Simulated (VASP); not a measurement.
Band structure of SiGe (relaxed from the WC structure, space group P-6m2). These are r2SCAN meta-GGA, VASP's PBE PAW potentials (set 64) (plane waves; VASP) values and carry that method's errors.

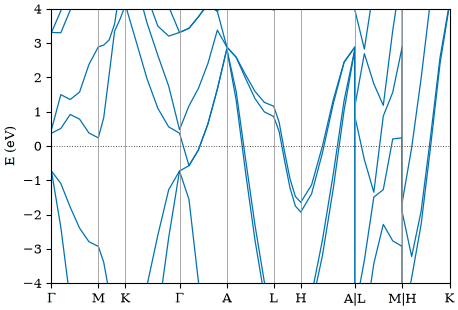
Fig. 1. Bands along high-symmetry lines, zero at the valence-band maximum or, without a gap, the Fermi level

Read the plot: is there a gap, and where are the band edges?

It has no gap at this level: it comes out as a metal or semimetal.

The structure was generated: SiGe was put into the WC type (P-6m2), which need not be its known phase. It was relaxed first, which changed the volume by +18 %.
